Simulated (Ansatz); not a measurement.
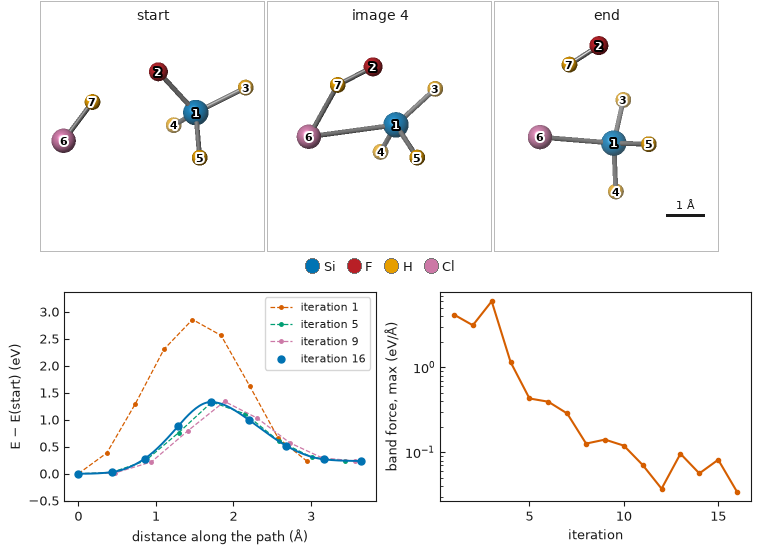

A search for the minimum-energy path of SiH4ClF by the nudged elastic band. Images are numbered from 0 (start) to 8 (end). The plot follows the band through its iterations. The picture is a ball-and-stick view, seen at a tilt.

Computed with Ansatz, RKS PBE0-D4/def2-SVP. Settings: 7 movable images; climbing image; force threshold 0.05 eV/Å; iteration limit 60; starting path by straight interpolation.

Judge this run.

The run is converged, with reservations. The band converged in 16 iterations. The largest component of the band force went from 4.2 to 0.034 eV/Å. The climbing image converged on the top of the path. Its curvatures weren't checked. The straight starting path can push atoms close together and costs iterations. The first iteration put the highest image at 2.86 eV. The highest point, image 4, lies 1.33 eV above the start and 1.09 eV above the end; the end is at +0.24 eV relative to the start.

Cost: 3 min on 1 thread of Intel(R) Xeon(R) CPU @ 2.60GHz (Ice Lake), on a shared host, peak memory 0.15 GiB.
